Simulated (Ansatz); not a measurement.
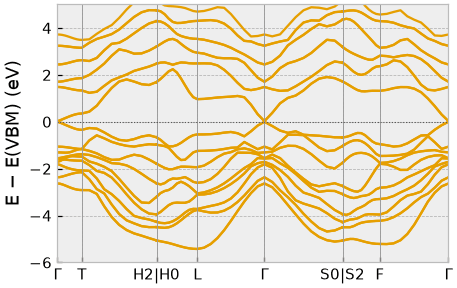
Fig. 1. Band structure from r²SCAN+D4 with spin–orbit coupling (plane waves, PAW; program Ansatz)

Problem. Read off the gap and where the band edges lie.

Solution. About 0.0 eV (0.03 eV by a search for the band edges); maximum at Γ, minimum at Γ.

The material is Bi$_{2}$Se$_{3}$ in space group R-3m (No. 166; Bi on 6c, Se on 3a, Se on 6c).

The r²SCAN+D4 relaxation kept the symmetry of its start.

Potentials: the later of the program's two PAW sets.
